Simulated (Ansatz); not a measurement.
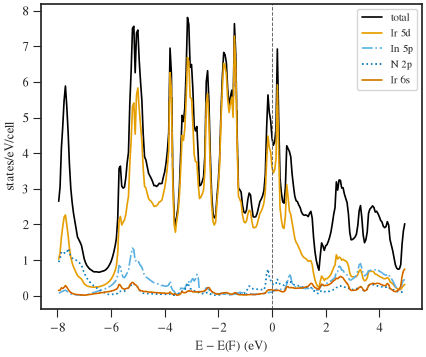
Fig. 1. Total and projected density of states of InIr₃N (anti-perovskite, Pm-3m), plane-wave PAW PBEsol (Ansatz code)

**Question.** Which orbitals carry the states next to the Fermi level?

**Answer.** Within 0.5 eV of the Fermi level: Ir 5d 81 %, N 2p 9 %. Projections are on Löwdin-orthogonalised atomic valence shells; empty p or d shells of many metals are not among them.

**Question.** Where is the tallest occupied peak in this window, and what makes it?

**Answer.** Near -3.1 eV, about 7.8 states/eV per cell; the largest projected share is Ir 5d.

The start of the workflow was typed in or built on a structure type; neither database checked (COD, Materials Project) lists it. Whether it is the stable phase at ambient conditions was not checked. The PBEsol relaxation kept the symmetry of its start. At this level the phase is dynamically unstable (imaginary phonons). The workflow began spin-polarised and lost its moments. Its formation energy is positive at this level, so the cell may be metastable or incomplete. Spin–orbit coupling is left out wherever it is not named.

Potentials: the later of the program's two PAW sets.
